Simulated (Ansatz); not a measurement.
**What Ba2C (model cell, started as cuprite) distorts into**

Which phase does Ba2C (model cell, started as cuprite) fall into along its unstable mode, and how much energy does it gain?

Method: DFT PBEsol, scalar-relativistic, plane waves, PAW, in Ansatz 0.2.0.

The structure was built from a prototype and need not be the compound's stable phase.

### Step 1. The starting structure

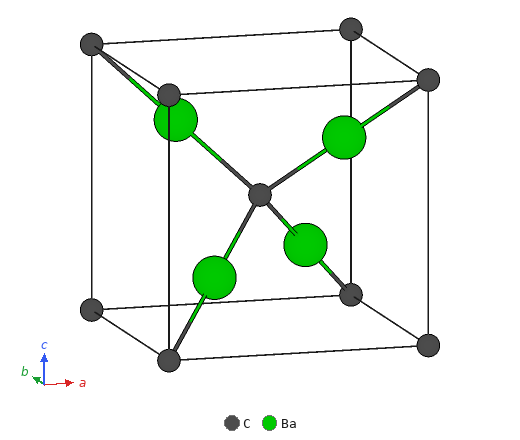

The starting structure, seen slightly off an axis (carbon dark grey, barium green). Bonds to atoms that aren't drawn are left out. Some periodic images of atoms are drawn too.

### Step 2. Response at finite wavevector

The cell comes from relaxations at this level that are not shown. Stability and thermal properties need the whole zone. Linear response on a 2×2×2 q mesh gives force constants as far as a supercell of that size would.

input.yaml reads:

```yaml
crystal:
  lattice:
    - [6.1820686643, 0.0, 0.0]
    - [0.0, 6.1820686643, 0.0]
    - [0.0, 0.0, 6.1820686643]
  atoms:
    - { symbol: C, position: [0.0, 0.0, 0.0] }
    - { symbol: C, position: [0.5, 0.5, 0.5] }
    - { symbol: Ba, position: [0.25, 0.25, 0.25] }
    - { symbol: Ba, position: [0.75, 0.75, 0.25] }
    - { symbol: Ba, position: [0.75, 0.25, 0.75] }
    - { symbol: Ba, position: [0.25, 0.75, 0.75] }
kpoints:
  mp_grid: { grid: [6, 6, 6] }
hamiltonian:
  xc: pbesol
scf:
  occupations: { method: methfessel_paxton, width: 0.2 }
output:
  eigenvalues: true
phonons:
  method: dfpt
  qmesh: [2, 2, 2]
  temperatures: { t_max: 1000, t_step: 50 }
  qpath:
    path:
      - [[0.0, 0.0, 0.0], [0.0, 0.5, 0.0], [0.5, 0.5, 0.0], [0.0, 0.0, 0.0], [0.5, 0.5, 0.5], [0.0, 0.5, 0.0]]
      - [[0.5, 0.5, 0.5], [0.5, 0.5, 0.0]]
    npoints: 10
```

Launch:

```
ansatz run input.yaml --threads 8 --pin off --max-ram 14336MiB --backend cpu --events-out ev --progress --plain --runs-dir out
```

Numbers of over 12 decimals in the logs are rounded to 6 here.

The program printed:

```text
Warning: phonons: the dynamical matrix that this run interpolates holds no multipole term above the dipole-dipole one, and a site of this crystal is no centre of inversion, so its interpolated transverse optical and acoustic branches and sound speeds can stay off near Gamma, and the density of states and the thermodynamics with them. What a run solves at a wave vector of phonons.qpoints, Gamma apart, where the deck admits one, is free of this, and under fd what a larger phonons.supercell samples
Engine: ansatz 0.2.0, aarch64-unknown-linux-gnu
Pseudopotentials: kind: paw
Pseudopotential: C, paw, valence charge 4, recommended cutoff 420 eV (normal), C.paw.azcp
Pseudopotential: Ba, paw, valence charge 10, recommended cutoff 420 eV (normal), Ba.paw.azcp
Functional definition: PBEsol
  exchange = pbesol_x
  correlation = pbesol_c
Crystal: 6 atoms, lattice volume = 236.266 Å³
Basis set: ecut = 420 eV, 4625 PW (Γ), exchange–correlation on 96×96×96 points (8 copies of the dense FFT grid, shifted against one another)
Bands: 30, of which v1, the nominal top of the filled ones, is band 24 counted from 1 (23 counted from 0)
Symmetry: 48 space group operations
k-points: 20 of 216
Non-local potential: C, projectors of the file, l = 0: 2, l = 1: 2, l = 2: 1
Non-local potential: Ba, projectors of the file, l = 0: 3, l = 1: 2, l = 2: 2, l = 3: 2
PAW form: soft (Blöchl's): semilocal exchange-correlation on the pseudo side does not see the compensation charge
PAW frozen core: C, regenerated for the run's functional, and the local potential with it (the file was generated under x = pbe(κ = 0.804, μ = 0.219515), c = pbe(β = 0.066725))
PAW frozen core: Ba, regenerated for the run's functional, and the local potential with it (the file was generated under x = pbe(κ = 0.804, μ = 0.219515), c = pbe(β = 0.066725))
PAW one-centre angular grid: C, 110 points (default); XC on 64 Gauss nodes
PAW one-centre angular grid: Ba, 194 points (default); XC on 64 Gauss nodes
Initial density: superposition of atomic densities (neutral atoms: chi_scale 0, normalization atom), corrected by the library's trained network
Initial wavefunctions: pseudopotential atomic-orbital guess
Functional: x = pbesol(κ = 0.804, μ = 0.123457), c = pbesol(β = 0.046)
SCF iter   1: F=—  HF=-23937.978470 eV  |F-HF|=—  |Δ(HF+E_count)|=         —  Δρ=5.68e-3  dr2=1.39e-1  ethr=1.77e-3  ⟨swp⟩=10.9  Hψ=7486  notcnv=0
automatic band count: the SCF goes on with 36 bands, as 30 were too few: they end inside the smearing window of the response
preconditioner: auto → Kerker (q_TF=auto, 2.092 Å⁻¹)  [metal: Δε(μ)=0.007 eV  Ē_g=10.770 eV  σ=0.200 eV  W_gap=0.03  n_scr=32 (ndim 8)  ℏωp=15.3 eV  f_vac=0.000  D(μ)=13.34/eV (n_scr^D=122)]
SCF iter   2: F=—  HF=-23937.962100 eV  |F-HF|=—  |Δ(HF+E_count)|=   1.64e-2  S|Δr|=    0.00e0  Δρ=2.52e-3  dr2=2.45e-2  ethr=2.89e-4  ⟨swp⟩=1.0  Hψ=880  notcnv=0
SCF iter   3: F=—  HF=-23937.959261 eV  |F-HF|=—  |Δ(HF+E_count)|=   2.84e-3  S|Δr|=    0.00e0  Δρ=5.28e-4  dr2=1.62e-3  ethr=5.11e-5  ⟨swp⟩=2.0  Hψ=768  notcnv=0
SCF iter   4: F=—  HF=-23937.959175 eV  |F-HF|=—  |Δ(HF+E_count)|=   8.58e-5  S|Δr|=    0.00e0  Δρ=2.14e-4  dr2=1.90e-4  ethr=3.38e-6  ⟨swp⟩=2.0  Hψ=1118  notcnv=0
SCF iter   5: F=—  HF=-23937.959170 eV  |F-HF|=—  |Δ(HF+E_count)|=   5.22e-6  S|Δr|=    0.00e0  Δρ=8.07e-5  dr2=1.84e-5  ethr=3.95e-7  ⟨swp⟩=1.2  Hψ=658  notcnv=0
SCF iter   6: F=—  HF=-23937.959174 eV  |F-HF|=—  |Δ(HF+E_count)|=   4.80e-6  S|Δr|=    0.00e0  Δρ=1.31e-5  dr2=5.37e-7  ethr=3.84e-8  ⟨swp⟩=3.0  Hψ=1207  notcnv=0
SCF iter   7: F=—  HF=-23937.959125 eV  |F-HF|=—  |Δ(HF+E_count)|=   4.97e-5  S|Δr|=    0.00e0  Δρ=4.40e-6  dr2=4.42e-8  ethr=1.12e-9  ⟨swp⟩=2.7  Hψ=830  notcnv=0
SCF iter   8: F=—  HF=-23937.959125 eV  |F-HF|=—  |Δ(HF+E_count)|=   1.79e-8  S|Δr|=    0.00e0  Δρ=1.40e-6  dr2=1.09e-8  ethr=9.21e-11  ⟨swp⟩=3.0  Hψ=1224  notcnv=0
SCF iter   9: F=—  HF=-23937.959125 eV  |F-HF|=—  |Δ(HF+E_count)|=  6.55e-10  S|Δr|=    0.00e0  Δρ=1.93e-7  dr2=1.98e-10  ethr=2.27e-11  ⟨swp⟩=1.5  Hψ=667  notcnv=0
SCF iter  10: F=-23937.959125 eV  HF=-23937.959125 eV  |F-HF|=1.46e-11  |Δ(HF+E_count)|=  2.55e-11  S|Δr|=    0.00e0  Δρ=3.13e-8  dr2=2.75e-12  ethr=1.00e-12  ⟨swp⟩=11.2  Hψ=4324  notcnv=0
SCF 1 converged in 10 iterations: F = -23937.959125 eV  dr2 = 2.75e-12
  greatest PAW one-centre occupation: 0.957 electrons in one spin orbital (limit 2), on the Ba atom at site 5 (counted from 0), in its partial waves of l = 0
Initial density: read from a saved state, or passed on in memory by an earlier SCF of this step, an earlier step, the calling program or the single point that the run made first
iter 1 solved again at ethr=2.99e-7 eV; its pass at ethr=3.10e-3 eV (dr2=1.43e-4 eV) is discarded
SCF iter   1: F=—  HF=-23937.959172 eV  |F-HF|=—  |Δ(HF+E_count)|=         —  Δρ=6.54e-7  dr2=1.32e-9  ethr=2.99e-7  ⟨swp⟩=3.9  Hψ=5026  notcnv=0
eigensolver tolerance schedule: the retry pair's looser diagonalisation over-reported the residual by 108745.05 of it (diagonalisation noise at an unbounded share of the residual, at the tolerance the schedule requests for it); recorded, not acted on — ethr = c·dr2/N_el stays at c = 1.0e-1
preconditioner: auto → Kerker (q_TF=auto, 2.092 Å⁻¹)  [metal: Δε(μ)=0.006 eV  Ē_g=9.815 eV  σ=0.200 eV  W_gap=0.02  n_scr=32 (ndim 8)  ℏωp=15.3 eV  f_vac=0.000  D(μ)=12.95/eV (n_scr^D=122)]
SCF iter   2: F=—  HF=-23937.959125 eV  |F-HF|=—  |Δ(HF+E_count)|=   4.75e-5  S|Δr|=    0.00e0  Δρ=4.54e-7  dr2=8.78e-10  ethr=2.75e-12  ⟨swp⟩=4.1  Hψ=1800  notcnv=0
SCF iter   3: F=—  HF=-23937.959125 eV  |F-HF|=—  |Δ(HF+E_count)|=  6.55e-11  S|Δr|=    0.00e0  Δρ=2.63e-7  dr2=2.64e-10  ethr=1.83e-12  ⟨swp⟩=1.0  Hψ=600  notcnv=0
SCF iter   4: F=—  HF=-23937.959125 eV  |F-HF|=—  |Δ(HF+E_count)|=  3.27e-11  S|Δr|=    0.00e0  Δρ=1.11e-7  dr2=3.58e-11  ethr=1.00e-12  ⟨swp⟩=1.0  Hψ=600  notcnv=0
SCF iter   5: F=-23937.959125 eV  HF=-23937.959125 eV  |F-HF|=7.28e-12  |Δ(HF+E_count)|=    0.00e0  S|Δr|=    0.00e0  Δρ=3.70e-8  dr2=3.26e-12  ethr=1.00e-12  ⟨swp⟩=1.9  Hψ=1565  notcnv=0
SCF 2 converged in 5 iterations: F = -23937.959125 eV  dr2 = 3.26e-12
phonons: the bands overlap, so this run is a metal and interpolates without the dipole-dipole term. If the crystal is really an insulator or semiconductor, its LO-TO splitting is missing
NSCF: frozen V_eff on 20 k-points
NSCF: frozen V_eff on 68 k-points
DFPT response loops at q = (0, 0, 0) (fractional): preconditioner auto → Kerker (q_TF=auto, 2.092 Å⁻¹) (partly filled bands, converged f_vac=0.000); β = 1.00, the filter's whole step (`scf.mixing.beta` (0.50) is not read by the response loops under this deck's `scf.mixing.preconditioner`; to damp them name `kerker` or `kerker_dos`, under which they read `scf.mixing.beta`, and type it under 1.00, their step now; both keys bind the ground state too); Broyden in place of MSR1
NSCF: frozen V_eff on 224 k-points
DFPT response loops at q = (0, 0, -0.5) (fractional): mixed as the last ones told, above
NSCF: frozen V_eff on 224 k-points
DFPT response loops at q = (0, -0.5, -0.5) (fractional): mixed as the last ones told, above
NSCF: frozen V_eff on 136 k-points
DFPT response loops at q = (-0.5, -0.5, -0.5) (fractional): mixed as the last ones told, above
SCF converged after 10 iterations
Stability not checked: this state was not tested for a lower state beside it, because cold or Methfessel-Paxton smearing, or corrected tetrahedra, fill the levels in a way that the test cannot read (fill_not_monotonic; see scf.lower_state_search)
Free energy (F): -23937.959125 eV
Harris-Foulkes:  -23937.959125 eV  (|F-HF|=1.46e-11)
Internal energy: -23937.932134 eV  (E = F + TS)
E sigma→0 (E₀):  -23937.952377 eV
Entropy (-TS):   -0.026991 eV (-4.498 meV/atom)
Fermi energy:    6.397617 eV
--- Per-component energies (eV) ---
  E_band       = -270.628241
  E_kinetic    = 836.480005
  E_local      = -1688.633025  (includes V_loc(G=0)·N_el)
  E_nonlocal   = 290.317506
  E_hartree    = 551.210605
  E_xc         = -756.519803
  E_vxc        = -652.852137  (∫ρ·V_xc dr)
  E_paw        = -20750.507225  (= ΣΔE_a)
  E_vpaw       = -158.361850  (= ΣTr[D̂ρ^β])
  E_aug_tail   = -0.000000  (compensation charges beyond the density's cutoff)
  E_ewald      = -2420.928129
  E_core_change = 0.647934  (= ΣΔE_core)
  E_smearing   = -0.026991  (= −TS)
  E_closure    = -0.000000  (closes the sum)
  Σ components = -23937.959125   (vs F -23937.959125, Δ=0.00e0)
--- Band table (eV; the first three rows and the last of 20) ---
  k-point 0: bands = [... 20 lower, 4.5462, 4.6611, 6.5955, 6.5955, 7.0953, 7.0953, 7.0953, 7.1427, ... 8 higher]
  k-point 1: bands = [... 20 lower, 4.6886, 4.8070, 6.5522, 6.6869, 6.6869, 6.7186, 7.1075, 7.1606, ... 8 higher]
  k-point 2: bands = [... 20 lower, 5.0424, 5.1729, 6.1830, 6.1830, 6.3936, 6.8606, 7.0724, 7.4045, ... 8 higher]
  k-point 19: bands = [... 20 lower, 4.8288, 6.2777, 6.2777, 6.2777, 6.6730, 6.6730, 6.6730, 8.5298, ... 8 higher]
--- Phonons (Γ-DFPT): 2 representative perturbations + reference (Σ response iterations 7) ---
  ASR residual: 3.020e-5 → 0.000e0 eV/Å²; symmetrization residual: 3.317e-7 eV/Å²
  ASR residual per site (eV/Å²): 3.02e-5 3.02e-5 4.21e-6 4.21e-6 4.21e-6 4.21e-6
  Γ frequencies (cm⁻¹): -114.31 -114.31 -114.31 0.00 0.00 0.00 33.31 33.31 33.31 52.65 52.65 111.27 146.25 146.25 146.25 202.79 202.79 202.79
--- Phonons (arbitrary-q DFPT): 4 irreducible q on the 2×2×2 mesh ---
  q = [0.0000, 0.0000, 0.0000] (star 1, of the zone-centre solve; hermiticity 3.71e-7, symmetrization 5.33e-13): -114.31 -114.31 -114.31 -0.00 0.00 0.00 33.31 33.31 33.31 52.65 52.65 111.27 146.25 146.25 146.25 202.79 202.79 202.79
  q = [0.0000, 0.0000, -0.5000] (star 3, 4 solved perturbations in 284 linear systems a pass and spin channel, the states on 112 of 216 k-point pairs; hermiticity 7.98e-7, symmetrization 1.50e-13): -131.72 -131.72 -117.75 -117.75 -18.38 -18.38 31.90 31.90 31.91 31.91 42.09 42.09 63.72 63.72 115.58 115.58 233.29 233.29
  q = [0.0000, -0.5000, -0.5000] (star 3, 4 solved perturbations in 284 linear systems a pass and spin channel, the states on 112 of 216 k-point pairs; hermiticity 2.02e-7, symmetrization 1.01e-13): -75.58 -75.58 -58.03 -58.03 -47.05 -47.05 21.84 21.84 50.97 50.97 52.86 52.86 76.07 76.07 141.86 141.86 209.09 209.09
  q = [-0.5000, -0.5000, -0.5000] (star 1, 2 solved perturbations in 108 linear systems a pass and spin channel, the states on 68 of 216 k-point pairs; hermiticity 1.84e-7, symmetrization 4.46e-13): -78.39 -78.39 -78.39 -70.52 -70.52 -26.50 -26.50 -26.50 64.89 64.89 64.89 85.15 85.15 85.15 113.96 206.13 206.13 206.13
  sum rule: each row above includes the acoustic sum rule's correction from the zone centre's row sums; it moved no ω² by more than (0.83 cm⁻¹)²
  mesh force constants: q→R imaginary residual 3.45e-17; ASR residual 3.020e-5 → 0.000e0 eV/Å²; symmetrization residual 2.665e-15 eV/Å²
  interpolated dispersion: 62 rows × 18 modes
  density of states and harmonic sums: on the 10×10×10 q-mesh, interpolated from the force constants of a 2×2×2 supercell (no non-analytic term)
  largest difference from the sums on the solved wave vectors: F 1.74e-2 eV, S 2.20e-5 and C_V 3.07e-6 eV/K
  zero-point energy: 0.068994 eV/cell   skipped modes (ω ≤ 0): 347, of them read as no rigid motion or as one in doubt: 344 (6.283e0 modes/cell left out, lowest -131.72 cm⁻¹)   left out of the sums: 3.49e-1 of the cell's modes: C_V's classical limit lies that fraction below 3 k_B per atom; for a crystal, a wire or a layer, F and S can be off by more, and a phonons.interpolated_qmesh denser along its periods is the remedy for the sampling
```

The job ended after 2 min (8 threads of Arm Neoverse V2, shared host; peak memory 2.8 GiB; 15 min of CPU time).

In the SCF lines HF is the Harris–Foulkes energy and dr2 the Hartree energy of the density residual, in eV; the loop may stop once dr2 is under the threshold and the program's other checks hold. Hψ counts applications of the Hamiltonian.

This step gave:

- volume per atom: 39.38 Å³
- gap on the k-mesh: 0 eV
- sum-rule residual before enforcement: 3.02e-5 eV/Å²
- lowest frequency on the path: -131.7 cm⁻¹
- point group: m-3m
- highest frequency on the path or at a solved wavevector: 233.3 cm⁻¹
- highest optical mode at the zone centre (no LO-TO term): 202.8 cm⁻¹
- lowest optical zone-centre mode: -114.3 cm⁻¹
- lowest mode on the q mesh (acoustic modes at Γ apart): -131.7 cm⁻¹

Frequencies (cm⁻¹) solved at each irreducible wavevector; negative means imaginary. Frequencies by wavevector, by row:

```
q in reciprocal lattice units  star  mode 1  mode 2  mode 3  mode 4  mode 16  mode 17  mode 18
                        0 0 0     1  -114.3  -114.3  -114.3       0    202.8    202.8    202.8
                     0 0 -0.5     3  -131.7  -131.7  -117.8  -117.8    115.6    233.3    233.3
                  0 -0.5 -0.5     3   -75.6   -75.6     -58     -58    141.9    209.1    209.1
               -0.5 -0.5 -0.5     1   -78.4   -78.4   -78.4   -70.5    206.1    206.1    206.1
```

Interpolated from a 2×2×2 q mesh. Phonon branches along the path, in cm⁻¹:

```csv
point,branch 1,branch 2,branch 3,branch 4,branch 15,branch 16,branch 17,branch 18
Γ,-114,-114,-114,0,146,203,203,203
X,-132,-132,-118,-118,116,116,233,233
M,-76,-76,-58,-58,142,142,209,209
Γ,-114,-114,-114,0,146,203,203,203
R,-78,-78,-78,-70,114,206,206,206
X,-132,-132,-118,-118,116,116,233,233
jump to R,-78,-78,-78,-70,114,206,206,206
M,-76,-76,-58,-58,142,142,209,209
```

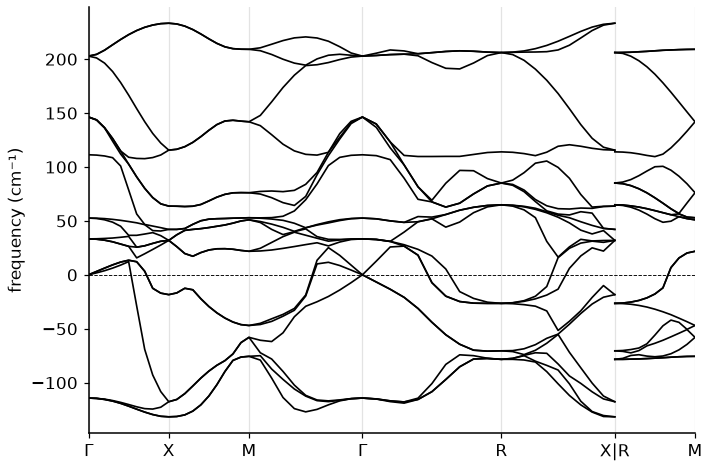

Phonon branches along the path.

Symmetry leaves 4 wavevectors to solve. The lowest mode among them, the acoustic zeros apart, lies at q = (0, 0, -0.5) and is imaginary, 131.7i cm⁻¹, so the energy falls along it.

### Step 3. The mode frozen in, largest atomic shift 0 Å

The mode followed lies at q = (0, 0, -0.5) with frequency 117.7i cm⁻¹ and is 2-fold degenerate, one of the unstable modes though not the softest. At small amplitude the distorted cell has space group no. 67 by a symmetry search on the positions. The undistorted cell that holds it gives the zero of energy on the same k mesh.

System of this step: Ba2C (model cell, started as cuprite). Symmetry: Pn-3m, No. 224, cubic system. The conventional cell has a = 6.182 Å, b = 6.182 Å, c = 6.182 Å, α = 90.00°, β = 90.00°, γ = 90.00°. Nearest to C lie 4 Ba at 2.68 Å. Nearest to Ba lie 2 C at 2.68 Å. Farther neighbours are not listed.

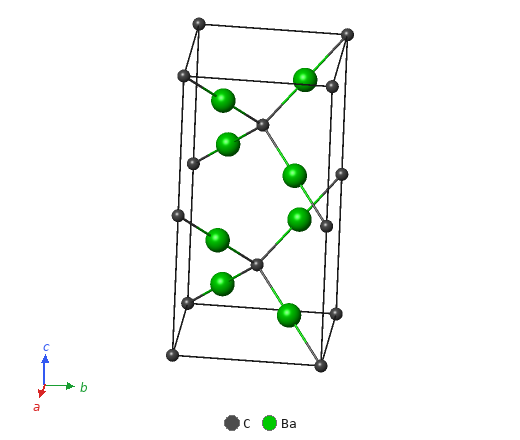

The cell of this step (carbon dark grey, barium green). Bonds to atoms that aren't drawn are left out. Some periodic images of atoms are drawn too.

input.yaml reads:

```yaml
crystal:
  lattice:
    - [6.1820686643, 0.0, 0.0]
    - [0.0, 6.1820686643, 0.0]
    - [0.0, 0.0, 12.3641373286]
  atoms:
    - { symbol: C, position: [0.0, 0.0, 0.0] }
    - { symbol: C, position: [0.0, 0.0, 0.5] }
    - { symbol: C, position: [0.5, 0.5, 0.25] }
    - { symbol: C, position: [0.5, 0.5, 0.75] }
    - { symbol: Ba, position: [0.25, 0.25, 0.125] }
    - { symbol: Ba, position: [0.25, 0.25, 0.625] }
    - { symbol: Ba, position: [0.75, 0.75, 0.125] }
    - { symbol: Ba, position: [0.75, 0.75, 0.625] }
    - { symbol: Ba, position: [0.75, 0.25, 0.375] }
    - { symbol: Ba, position: [0.75, 0.25, 0.875] }
    - { symbol: Ba, position: [0.25, 0.75, 0.375] }
    - { symbol: Ba, position: [0.25, 0.75, 0.875] }
kpoints:
  mp_grid: { grid: [6, 6, 4] }
hamiltonian:
  xc: pbesol
scf:
  occupations: { method: methfessel_paxton, width: 0.2 }
output:
  forces: true
  stress: true
  eigenvalues: true
```

The program printed:

```text
[...]
Crystal: 12 atoms, lattice volume = 472.532 Å³
Basis set: ecut = 420 eV, 9261 PW (Γ), exchange–correlation on 90×90×180 points (8 copies of the dense FFT grid, shifted against one another)
Bands: 60, of which v1, the nominal top of the filled ones, is band 48 counted from 1 (47 counted from 0)
Symmetry: 32 space group operations
[...]
k-points: 30 of 144
[...]
k-point 0: bands = [... 44 lower, 5.7625, 5.7625, 6.4196, 6.4196, 6.5955, 6.5957, 7.0943, 7.0943, ... 8 higher]
  k-point 1: bands = [... 44 lower, 6.0499, 6.0499, 6.3560, 6.5734, 6.6651, 6.7500, 6.8000, 6.8000, ... 8 higher]
  k-point 2: bands = [... 44 lower, 6.4427, 6.4427, 6.4427, 6.4427, 6.4837, 6.4837, 6.8688, 6.8688, ... 8 higher]
  k-point 29: bands = [... 44 lower, 6.3897, 6.3897, 6.4253, 6.4253, 6.4253, 6.4253, 6.5436, 6.5436, ... 8 higher]
[key lines of the parts left out:]
SCF converged after 7 iterations
Free energy (F): -47875.918520 eV
Fermi energy:    6.396407 eV
P = ⅓ Tr σ = 0.0053 GPa (0.053 kbar)
```

Wall time 6 s (8 threads); peak memory 2 GiB.

Numbers from this step:

```
pressure                         : 0.005304 GPa
energy from the undistorted cell : 0 meV/atom
```

The run ends at a pressure of 0.01 GPa.

### Step 4. The mode frozen in, largest atomic shift 0.22 Å

The atoms are moved along the unstable eigenvector, the largest shift by 0.22 Å, with the cell fixed.

input.yaml reads:

```yaml
crystal:
  lattice:
    - [6.1820686643, 0.0, 0.0]
    - [0.0, 6.1820686643, 0.0]
    - [0.0, 0.0, 12.3641373286]
  atoms:
    - { symbol: C, position: [0.0, 0.0, 0.0177933967] }
    - { symbol: C, position: [0.0, 0.0, 0.4822066033] }
    - { symbol: C, position: [0.5, 0.5, 0.2322066033] }
    - { symbol: C, position: [0.5, 0.5, 0.7677933967] }
    - { symbol: Ba, position: [0.25, 0.25, 0.125] }
    - { symbol: Ba, position: [0.25, 0.25, 0.625] }
    - { symbol: Ba, position: [0.75, 0.75, 0.125] }
    - { symbol: Ba, position: [0.75, 0.75, 0.625] }
    - { symbol: Ba, position: [0.7462174914, 0.2537825086, 0.3753740919] }
    - { symbol: Ba, position: [0.7537825086, 0.2462174914, 0.8746259081] }
    - { symbol: Ba, position: [0.2537825086, 0.7462174914, 0.3753740919] }
    - { symbol: Ba, position: [0.2462174914, 0.7537825086, 0.8746259081] }
kpoints:
  mp_grid: { grid: [6, 6, 4] }
hamiltonian:
  xc: pbesol
scf:
  occupations: { method: methfessel_paxton, width: 0.2 }
output:
  forces: true
  stress: true
  eigenvalues: true
```

The program printed:

```text
[...]
Crystal: 12 atoms, lattice volume = 472.532 Å³
Basis set: ecut = 420 eV, 9261 PW (Γ), exchange–correlation on 90×90×180 points (8 copies of the dense FFT grid, shifted against one another)
Bands: 60, of which v1, the nominal top of the filled ones, is band 48 counted from 1 (47 counted from 0)
Symmetry: 8 space group operations
[...]
k-points: 39 of 144
[...]
k-point 0: bands = [... 44 lower, 5.7096, 5.7657, 6.2754, 6.4039, 6.5900, 6.6900, 6.9700, 7.0336, ... 8 higher]
  k-point 1: bands = [... 44 lower, 5.9117, 6.0423, 6.2080, 6.5982, 6.6588, 6.7584, 6.7731, 6.9535, ... 8 higher]
  k-point 2: bands = [... 44 lower, 6.0670, 6.2419, 6.3843, 6.4562, 6.6104, 6.8312, 6.8338, 6.8983, ... 8 higher]
  k-point 38: bands = [... 44 lower, 6.2712, 6.3852, 6.4251, 6.4259, 6.4400, 6.4640, 6.5003, 6.5289, ... 8 higher]
[key lines of the parts left out:]
SCF converged after 8 iterations
Free energy (F): -47875.949863 eV
Fermi energy:    6.399680 eV
P = ⅓ Tr σ = -0.1071 GPa (-1.071 kbar)
```

Elapsed: 7.8 s, on 8 threads; peak memory 2.1 GiB.

This step gave:

```
pressure                         : -0.1071 GPa
energy from the undistorted cell : -3.656 meV/atom
```

The energy, extrapolated to zero smearing, is -3.66 meV/atom against the undistorted cell.

The run ends at a pressure of -0.11 GPa, with forces up to 0.22 eV/Å.

[end of part 1 of 2]

[Logs are printed without paths, hosts, clocks, repeated set-up lines and the standing remarks that a program may print on its own settings, such as how far it seeks lower states.]

[Hosts, paths, dates, database ids (printed as entryN), source tags and the programs' standing remarks are cut or masked in the printed files.]
